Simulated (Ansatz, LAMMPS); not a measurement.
**Aqueous Rb+ and F-, 1.6 mol of salt per kg of water at 300 K (208 atoms): support functions against a reference**

Wanted: errors and times of a linear-scaling basis for aqueous Rb+ and F-, 1.6 mol of salt per kg of water at 300 K (208 atoms). A setting counts as converged where the r.m.s. difference of forces stays under 1 % of the r.m.s. force.

Program: Ansatz 0.2.0. Level of theory: Kohn-Sham DFT, PBE+D3(BJ), PAW (set soft_2), plane waves. Results are calculated unless marked as measured.

## (1) Set-up

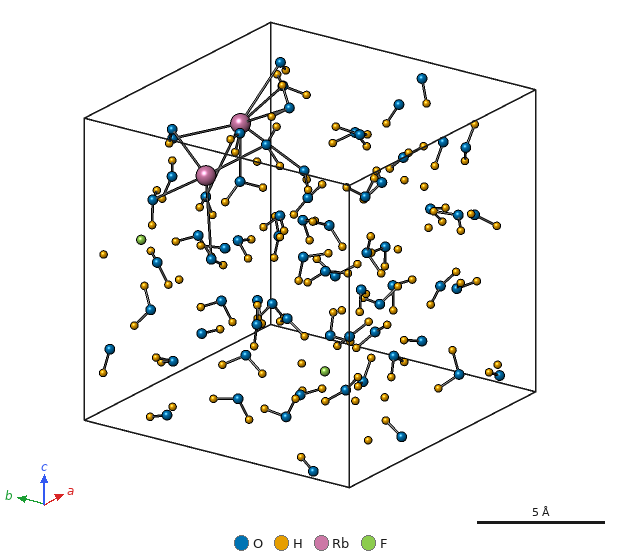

The cell as given, from a free direction (oxygen blue, hydrogen orange, rubidium pink, fluorine green). Bonds to atoms that aren't drawn are left out. Some periodic images of atoms are drawn too.

The cell holds 208 atoms: 68 O, 136 H, 2 Rb and 2 F. Cell: a = 12.779 Å, b = 12.779 Å, c = 12.779 Å, α = 90.0°, β = 90.0°, γ = 90.0°. 68 H2O, 2 Rb+, 2 F- placed at random, at 1.14 g/cm³; overlaps pushed apart, then 10 ps at 420 K with Joung-Cheatham ions (J. Phys. Chem. B 112, 9020 (2008)); SPC/E water (Berendsen, Grigera and Straatsma, J. Phys. Chem. 91, 6269 (1987)). Snapshot after 20 ps at 300 K and fixed volume.

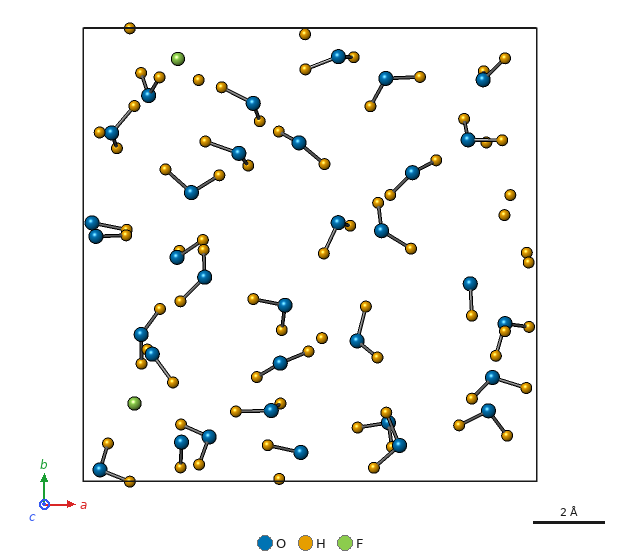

A slice 6 Å thick through the middle of the cell. Bonds to atoms that aren't drawn are left out.

Limits known from the start: The network of contacts between molecules at the start is that of the classical potential that made the cell, and needn't be the one that DFT or experiment would give. The density was typed from a rule of thumb and may lie off the real one at this temperature. Sampling is at Γ alone, for a cell whose shortest periodic width is 13 Å.

## (2) Making the structure

A classical potential supplies the starting structure, since it reaches far longer times than DFT.

This step: classical MD, Joung-Cheatham ions (J. Phys. Chem. B 112, 9020 (2008)); SPC/E water (Berendsen, Grigera and Straatsma, J. Phys. Chem. 91, 6269 (1987)) (LAMMPS 22 Jul 2025 - Update 4).

The input, in.lmp:

```
# aqueous Rb+ and F-, 1.6 mol of salt per kg of water
units real
atom_style full
boundary p p p
bond_style harmonic
angle_style harmonic
dihedral_style opls
improper_style harmonic
special_bonds lj 0 0 0.5 coul 0 0 0.75
read_data data.lmp
neigh_modify delay 0 every 1 check yes one 4000
comm_modify cutoff 12.0
timestep 0.5
thermo_style custom step time temp pe press density
thermo_modify norm yes
# push overlapping molecules apart
pair_style soft 2.6
pair_coeff * * 0.0
variable a equal ramp(1,60)
fix ad all adapt 1 pair soft a * * v_a
velocity all create 420 87748 mom yes dist gaussian
fix lim all nve/limit 0.03
fix lan all langevin 420 420 50 87749 zero yes
thermo 1000
run 3000 post no
unfix ad
pair_style lj/cut/coul/long 9.0
pair_modify mix arithmetic tail yes
pair_coeff 1 1 0.1553 3.1660   # O
pair_coeff 2 2 0.0000 1.0000   # H
pair_coeff 3 3 0.4451 3.0950   # Rb
pair_coeff 4 4 0.0074 4.0215   # F
kspace_style pppm 1.0e-4
thermo 100
# [... 17 lines left out ...]
compute msd all msd com yes
thermo 5000
fix md all nvt temp 300 300 100
run 20000 post no
print "== T300: mean square displacement over the hold $(c_msd[4]:%.2f) A^2"
unfix md
uncompute msd
write_dump all custom T300.dump id type xs ys zs modify sort id
```

Command:

```console
> lmp -in in.lmp -log none -nocite
```

Numbers of over 12 decimals in the logs are rounded to 6 here.

The log of the run:

```text
LAMMPS (22 Jul 2025 - Update 4)
Reading data file ...
  orthogonal box = (0 0 0) to (12.77907 12.77907 12.77907)
  208 atoms
  orthogonal box = (0 0 0) to (12.77907 12.77907 12.77907)
  136 bonds
  68 angles
   Step          Time           Temp          PotEng         Press         Density
         0   0              420            0.24109619     9886.7325      1.1410011
      1000   500            377.33694      0.899994       25453.912      1.1410011
      2000   1000           434.40496      0.83239005     45745.242      1.1410011
      3000   1500           374.52805      0.82467629     45904.963      1.1410011
[... 29 lines left out ...]
Loop time of 7.21019 s on 1 MPI rank(s) for 10000 steps with 208 atoms
   Step          Time           Temp          PotEng         Press         Density
[... 4 lines left out ...]
Loop time of 3.55306 s on 1 MPI rank(s) for 5000 steps with 208 atoms
   Step          Time           Temp          PotEng         Press         Density
[... 2 lines left out ...]
     25000   24000          281.08912     -5.4921839      73.400738      1.1410011
     30000   29000          278.97723     -5.5515153      1892.5162      1.1410011
     35000   34000          298.32517     -5.5617378     -1687.4273      1.1410011
     37000   36000          309.87569     -5.5726463      1400.5346      1.1410011
Loop time of 14.056 s on 1 MPI rank(s) for 20000 steps with 208 atoms
== T300: mean square displacement over the hold 23.13 A^2
```

It took 27 s on 1 thread of Arm Neoverse V2, shared host; peak memory 0.08 GiB.

The input also reads data.lmp (atoms, bonds and types; not printed here).

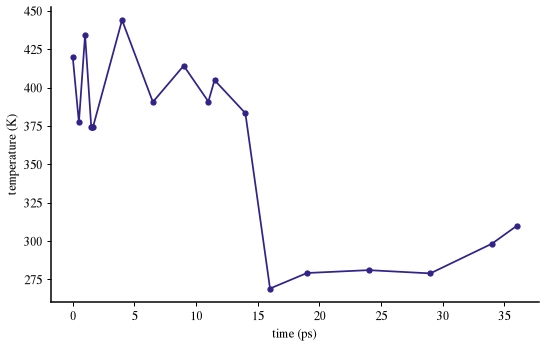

Temperature against time.

## (3) Plane-wave single point

The first run fixes the reference, at a cutoff of 420 eV.

The input, input.yaml:

```yaml
crystal:
  lattice:
    - [12.77907, 0.0, 0.0]
    - [0.0, 12.77907, 0.0]
    - [0.0, 0.0, 12.77907]
  atoms:
    - { symbol: O, position: [0.44881, 0.98226, 0.79466] }
    - { symbol: H, position: [0.43218, 0.0052, 0.72172] }
    - { symbol: H, position: [0.46564, 0.04487, 0.83849] }
    - { symbol: O, position: [0.27522, 0.50693, 0.93489] }
    - { symbol: H, position: [0.34434, 0.51686, 0.9702] }
    - { symbol: H, position: [0.28453, 0.46204, 0.87147] }
    - { symbol: O, position: [0.69078, 0.0461, 0.89632] }
    - { symbol: H, position: [0.72751, 0.07534, 0.83371] }
    - { symbol: H, position: [0.73934, 0.04668, 0.95768] }
    - { symbol: O, position: [0.47576, 0.74676, 0.69582] }
    - { symbol: H, position: [0.53204, 0.69982, 0.66837] }
    - { symbol: H, position: [0.4312, 0.77152, 0.63645] }
    - { symbol: O, position: [0.88202, 0.88588, 0.35559] }
    - { symbol: H, position: [0.93028, 0.93324, 0.39499] }
    - { symbol: H, position: [0.88321, 0.90475, 0.27966] }
    - { symbol: O, position: [0.00089, 0.13661, 0.02313] }
    - { symbol: H, position: [0.03229, 0.20483, 0.04512] }
    - { symbol: H, position: [0.93129, 0.12757, 0.05776] }
    - { symbol: O, position: [0.27742, 0.09791, 0.40548] }
    - { symbol: H, position: [0.21566, 0.12536, 0.36604] }
    - { symbol: H, position: [0.25533, 0.03706, 0.44946] }
    - { symbol: O, position: [0.21661, 0.08628, 0.68927] }
    - { symbol: H, position: [0.19401, 0.05581, 0.75771] }
    - { symbol: H, position: [0.21455, 0.03084, 0.63409] }
    - { symbol: O, position: [0.72609, 0.68084, 0.66646] }
    - { symbol: H, position: [0.77841, 0.70818, 0.61509] }
    - { symbol: H, position: [0.67711, 0.63177, 0.63017] }
    - { symbol: O, position: [0.65801, 0.55286, 0.38417] }
    - { symbol: H, position: [0.72291, 0.51329, 0.36558] }
    - { symbol: H, position: [0.65037, 0.61436, 0.33639] }
    - { symbol: O, position: [0.05753, 0.7821, 0.76014] }
    - { symbol: H, position: [0.03602, 0.7696, 0.68595] }
    [... 170 atom lines left out ...]
    - { symbol: H, position: [0.74272, 0.89211, 0.38734] }
    - { symbol: H, position: [0.63342, 0.82741, 0.3733] }
    - { symbol: Rb, position: [0.62602, 0.85051, 0.81749] }
    - { symbol: Rb, position: [0.07608, 0.59454, 0.8762] }
    - { symbol: F, position: [0.20862, 0.93198, 0.54641] }
    - { symbol: F, position: [0.11286, 0.17172, 0.31089] }
kpoints:
  mp_grid: { grid: [1, 1, 1] }
hamiltonian:
  xc: pbe
  dispersion: d3bj
scf:
  occupations: { method: gaussian, width: 0.05 }
output:
  forces: true
  stress: true
  populations: intrinsic
  dos:
    method: { smearing: { sigma: 0.1 } }
    de: 0.1
    projected: { site_lists: { F: [F], H: [H], O: [O], Rb: [Rb] } }
  eigenvalues: true
  write_density: true
  write_potential: true
  volumetric_format: npy
```

Command:

```console
> ansatz run input.yaml --threads 8 --pin off --max-ram 15872MiB --backend cpu --events-out ev --progress --plain --runs-dir out
```

The log of the run:

```text
Engine: ansatz 0.2.0, aarch64-unknown-linux-gnu
Pseudopotentials: kind: paw
Pseudopotential: O, paw, valence charge 6, recommended cutoff 420 eV (normal), O.paw.azcp
Pseudopotential: H, paw, valence charge 1, recommended cutoff 420 eV (normal), H.paw.azcp
Pseudopotential: Rb, paw, valence charge 9, recommended cutoff 420 eV (normal), Rb.paw.azcp
Pseudopotential: F, paw, valence charge 7, recommended cutoff 420 eV (normal), F.paw.azcp
[... 5 lines on functional and potentials left out ...]
Crystal: 208 atoms, lattice volume = 2086.881 Å³
Basis set: ecut = 420 eV, 40747 PW (Γ), exchange–correlation on 180×180×180 points (8 copies of the dense FFT grid, shifted against one another)
Bands: 496, of which v1, the nominal top of the filled ones, is band 288 counted from 1 (287 counted from 0)
Symmetry: 1 space group operations
Space group: P1 (ITA 1), of the structure as read, at distance tolerance 1.3e-4 Å
k-points: 1
[... 9 lines on functional and potentials left out ...]
Initial density: superposition of atomic densities (neutral atoms: chi_scale 0, normalization atom), corrected by the library's trained network
Initial wavefunctions: pseudopotential atomic-orbital guess
Functional: x = pbe(κ = 0.804, μ = 0.219515), c = pbe(β = 0.066725)
SCF iter   1: F=—  HF=-48935.108208 eV  |F-HF|=—  |Δ(HF+E_count)|=         —  Δρ=3.05e-3  dr2=2.33e-1  ethr=1.77e-3  ⟨swp⟩=5.0  Hψ=2060  notcnv=0  defer=169
preconditioner: auto → Resta (q_TF=auto, 2.201 Å⁻¹)  ε∞=2.2  [insulator: Δε(μ)=3.979 eV  Ē_g=17.664 eV  σ=0.050 eV  W_gap=1.00  n_scr=388 (ndim 8)  ℏωp=19.4 eV  f_vac=0.263  D(μ)=0.00/eV (n_scr^D=0)  ε∞_Penn≈2.2]
SCF iter   2: F=—  HF=-48934.991872 eV  |F-HF|=—  |Δ(HF+E_count)|=   1.16e-1  Δρ=1.57e-3  dr2=4.97e-2  ethr=4.05e-5  ⟨swp⟩=2.0  Hψ=796  notcnv=0  defer=201
SCF iter   3: F=—  HF=-48934.956765 eV  |F-HF|=—  |Δ(HF+E_count)|=   3.51e-2  Δρ=6.45e-4  dr2=1.33e-2  ethr=8.63e-6  ⟨swp⟩=2.0  Hψ=588  notcnv=0  defer=201
SCF iter   4: F=—  HF=-48934.951912 eV  |F-HF|=—  |Δ(HF+E_count)|=   4.85e-3  Δρ=2.49e-4  dr2=1.21e-3  ethr=2.30e-6  ⟨swp⟩=3.0  Hψ=589  notcnv=0  defer=201
SCF iter   5: F=—  HF=-48934.951895 eV  |F-HF|=—  |Δ(HF+E_count)|=   1.72e-5  Δρ=1.43e-4  dr2=3.21e-4  ethr=2.11e-7  ⟨swp⟩=3.0  Hψ=641  notcnv=0  defer=201
SCF iter   6: F=—  HF=-48934.951814 eV  |F-HF|=—  |Δ(HF+E_count)|=   8.08e-5  Δρ=3.26e-5  dr2=1.74e-5  ethr=5.57e-8  ⟨swp⟩=3.0  Hψ=645  notcnv=0  defer=201
SCF iter   7: F=—  HF=-48934.952356 eV  |F-HF|=—  |Δ(HF+E_count)|=   5.42e-4  Δρ=1.39e-5  dr2=3.02e-6  ethr=3.03e-9  ⟨swp⟩=2.0  Hψ=782  notcnv=0  defer=201
SCF iter   8: F=—  HF=-48934.952356 eV  |F-HF|=—  |Δ(HF+E_count)|=   1.27e-7  Δρ=4.50e-6  dr2=3.61e-7  ethr=5.24e-10  ⟨swp⟩=3.0  Hψ=581  notcnv=0  defer=201
SCF iter   9: F=-48934.952356 eV  HF=-48934.952356 eV  |F-HF|=1.10e-8  |Δ(HF+E_count)|=   3.93e-8  Δρ=1.33e-6  dr2=3.35e-8  ethr=1.74e-11  ⟨swp⟩=21.0  Hψ=4476  notcnv=0
SCF 1 converged in 9 iterations: F = -48934.952356 eV  dr2 = 3.35e-8
  greatest PAW one-centre occupation: 0.973 electrons in one spin orbital (limit 2), on the Rb atom at site 204 (counted from 0), in its partial waves of l = 0
WARN: The input density's exchange-correlation potential varies sharply where the density is thin. Do not read a vacuum level from v_tot or v_xc, or from such a field of the output density. On a cell that repeats whose density bears no net charge and no dipole along the vacuum's axis use v_es (v_loc + v_h of the components); [...]
SCF converged after 9 iterations
Free energy (F): -48934.952356 eV
Harris-Foulkes:  -48934.952356 eV  (|F-HF|=1.10e-8)
Internal energy: -48934.952356 eV  (E = F + TS)
E sigma→0 (E₀):  -48934.952356 eV
Fermi energy:    0.214701 eV
--- Per-component energies (eV) ---
  E_band       = -5443.356033
  E_kinetic    = 14537.463224
  E_local      = -46662.315791  (includes V_loc(G=0)·N_el)
  E_nonlocal   = 3992.105652
  E_hartree    = 16913.489240
  E_xc         = -6597.327664
  E_vxc        = -8372.401147  (∫ρ·V_xc dr)
  E_paw        = -16494.124431  (= ΣΔE_a)
  E_vpaw       = -2765.208862  (= ΣTr[D̂ρ^β])
  E_aug_tail   = 0.016195  (compensation charges beyond the density's cutoff)
  E_ewald      = -14616.511301
  E_disp       = -7.747480  (pairwise vdW)
  E_smearing   = -0.000000  (= −TS)
  E_closure    = 0.000000  (closes the sum)
  Σ components = -48934.952356   (vs F -48934.952356, Δ=0.00e0)
--- Forces (eV/Å), atoms counted from 1 ---
  atom   1  O     -0.70083982    -0.90976543    -1.03942382
  atom   2  H      0.62469967     0.55910610     1.06691332
  atom   3  H     -0.08446289     0.54202970    -0.64070671
  atom   4  O     -0.12089644    -0.32246249    -0.31894280
  atom   5  H     -0.42448027    -0.65753612    -0.40509992
  atom   6  H      0.11975829     0.81234373     0.63122585
  atom   7  O      1.00452647     0.32743296     0.46741084
  atom   8  H     -0.42400956    -0.39287193     0.78132321
  atom   9  H     -0.56013308     0.08058141    -1.17693265
  atom  10  O      0.32209933    -0.32642712    -0.25779938
  atom  11  H     -1.08274502     0.40972607    -0.11261329
  atom  12  H      0.55233284    -0.36578103     0.43245504
  atom  13  O      0.28914586     0.74800885    -0.00009321
  atom  14  H     -0.24643535    -0.59212541    -0.55566116
[...]
atom 207  F     -0.52000833     0.11421527     0.03734611
  atom 208  F     -0.31848206    -0.21349127    -0.11660229
  max |Σ_I F_I| component: 3.03e-5 eV/Å
--- Stress (GPa, compression-positive) ---
       -2.160126      -0.556601      -0.147343
       -0.556600      -1.853535       0.012092
       -0.147343       0.012092      -2.321374
  P = ⅓ Tr σ = -2.1117 GPa (-21.117 kbar)
--- Band table (eV) ---
  k-point 0: bands = ["-25.5805", "-25.4694", "-24.5250", "-23.8344", [... 480 levels ...], "11.2156", "11.2251", "11.2662", "11.2948", "11.3621", "11.3892", "11.4113", "11.4393", "11.4671", "11.4773", "11.5115", "11.5326"]
--- intrinsic populations: 208 sites ---
  site symbol       q [e]
     0      O      6.7926
     1      H      0.6179
     2      H      0.6428
[...]
207      F      7.5911
  spilling = 0.000000 (of n_electrons = 576.000000)
```

Wall time 24 s (8 threads of Arm Neoverse V2, shared host); peak memory 3 GiB; 3 min of CPU time.

The program notes that the exchange-correlation potential is rough where the density is thin.

Read from the output:

| Quantity | Value |
| --- | --- |
| free energy | -48934.9524 eV |
| free energy per atom | -235.2642 eV/atom |
| SCF cycles | 9 |
| pressure | -2.112 GPa |
| r.m.s. force component | 0.5315 eV/Å |
| longest force | 1.561 eV/Å |
| Fermi energy | 0.2147 eV |
| gap (highest filled to lowest empty level) | 3.75 eV |

Length of the force by element:

```tsv
element	coordination	atoms	mean length of the force (eV/Å)	spread	least	most
F	all	2	0.467	0.0665	0.401	0.534
H	all	136	0.929	0.313	0.183	1.56
O	all	68	0.742	0.326	0.162	1.55
Rb	all	2	0.408	0.144	0.264	0.552
```

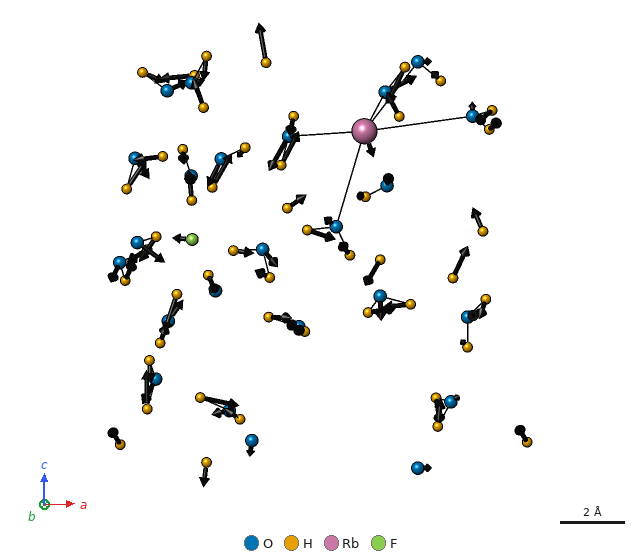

Forces as arrows; the longest in the cell is 1.56 eV/Å. Drawn is a slice 4 Å thick, seen along the normal of the ac plane. Bonds to atoms that aren't drawn are left out.

Intrinsic-atomic-orbital charges by element:

```tsv
element	coordination	atoms	mean charge (e)	spread	least	most
F	all	2	-0.573	0.0179	-0.591	-0.555
H	all	136	0.379	0.0115	0.35	0.413
O	all	68	-0.767	0.0283	-0.851	-0.688
Rb	all	2	0.864	0.0045	0.859	0.868
```

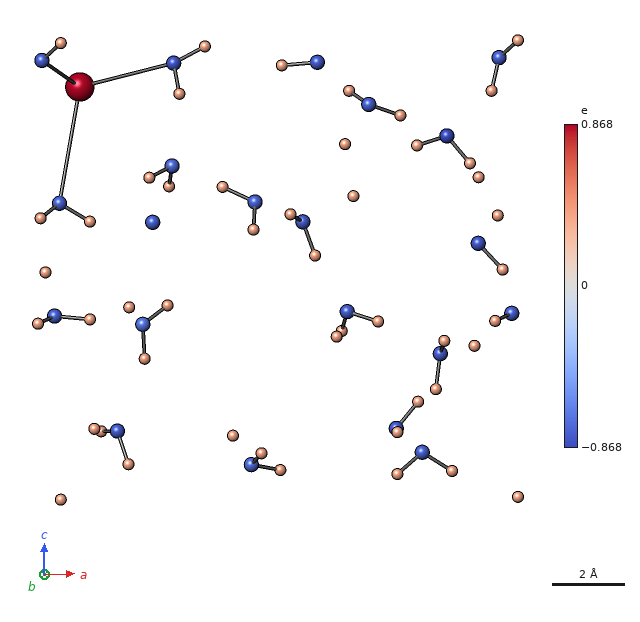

Atoms coloured by intrinsic-atomic-orbital charge. Drawn is a slice 4 Å thick, seen along the normal of the ac plane. Bonds to atoms that aren't drawn are left out.

Density of states as counts of states in windows of 1 eV (from the Fermi level), total and the larger projections:

```tsv
from (eV)	to (eV)	total	O p	H s	O s
-14	-11	0.0	0.0	0.0	0.0
-11	-10	13.2	7.1	3.1	0.0
-10	-9	59.6	34.4	15.0	0.2
-9	-8	67.8	46.7	19.5	0.2
-8	-7	7.8	5.4	2.1	0.1
-7	-6	30.4	21.4	3.2	3.0
-6	-5	55.8	41.8	4.2	4.9
-5	-4	55.8	46.5	2.0	3.3
-4	-3	77.7	74.9	0.6	1.0
-3	-2	59.7	58.7	0.3	0.1
-2	-1	4.2	4.1	0.0	0.0
-1	1	0.0	0.0	0.0	0.0
1	2	1.7	0.1	1.1	0.4
2	3	1.2	0.1	0.7	0.2
3	4	14.1	1.2	8.1	2.4
4	5	23.4	2.1	12.5	3.3
```

Between -26 and -14 eV lie 144 more states.

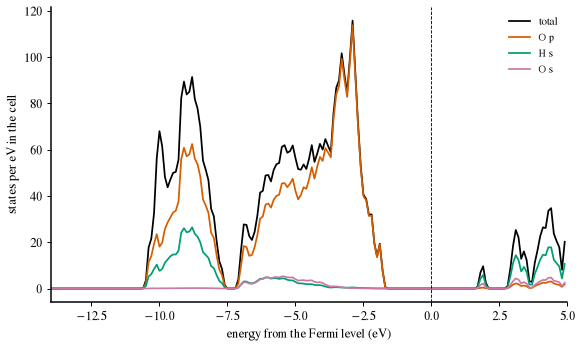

Total and projected density of states, with the broadening of the input.

The levels nearest the highest filled one (over half full), pooled over k-points and spins:

```tsv
level less the highest filled one (eV)	occupation
-0.430	2
-0.329	2
-0.318	2
-0.248	2
-0.0585	2
0	2
3.75	0
4.84	0
4.94	0
5.04	0
5.06	0
5.25	0
```

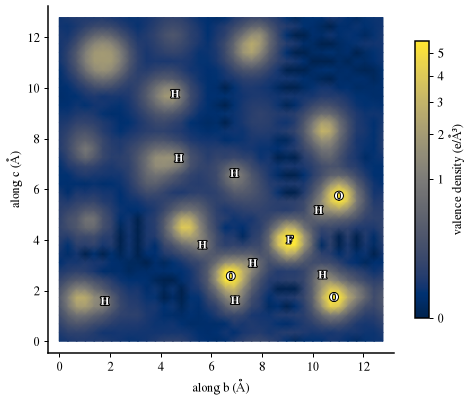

Valence density in the bc plane at fractional x = 0.113, with atoms of H and O and F within 0.2 Å of it. It is the smooth field of the valence electrons, not physical close to the nuclei. The map starts off the cell's origin, so that atoms lie inside it. The colour scale is stretched toward low values.

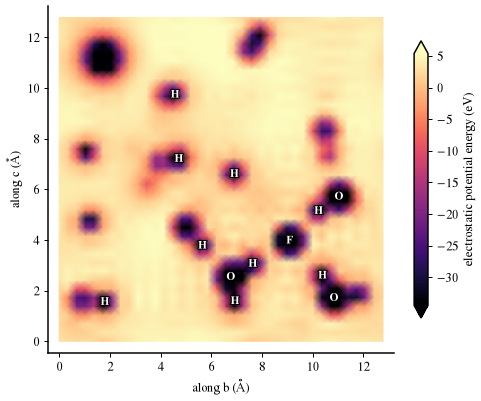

Electrostatic potential energy in the bc plane at fractional x = 0.113, with atoms of H and O and F within 0.2 Å of it. With pseudopotentials it is smooth inside the atoms' cores, unlike the true potential. The map starts off the cell's origin, so that atoms lie inside it.

Mean intrinsic-atomic-orbital charges: F -0.57, H +0.38, O -0.77, Rb +0.86 e. The largest share in the top eV of filled states is O p (99 % of the projected weight), and in the lowest eV of empty states H s (65 % of the projected weight).

[end of part 1 of 2]

[Logs are printed without paths, hosts, clocks, repeated set-up lines and the standing remarks that a program may print on its own settings, such as how far it seeks lower states.]

[Hosts, paths, dates, database ids (printed as entryN), source tags and the programs' standing remarks are cut or masked in the printed files.]
